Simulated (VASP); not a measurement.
Band structure of HfGe₂ (relaxed from the MoSi2 structure, space group I4/mmm). Calculation: PBEsol GGA, VASP's PBE PAW potentials (set 64) (plane waves; VASP 6.6.1).

Unless said otherwise, spin-orbit coupling is left out, though it shifts the bands of the heavy elements here.

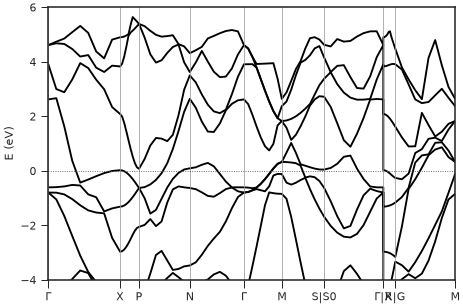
Figure. Bands along high-symmetry lines, zero at the valence-band maximum or, without a gap, the Fermi level

Read the plot: is there a gap, and where are the band edges?

It has no gap at this level: it comes out as a metal or semimetal. (Edges off the drawn lines would not show.)

The structure was generated: HfGe2 was put into the MoSi2 type (I4/mmm), which need not be its known phase. It was relaxed first.
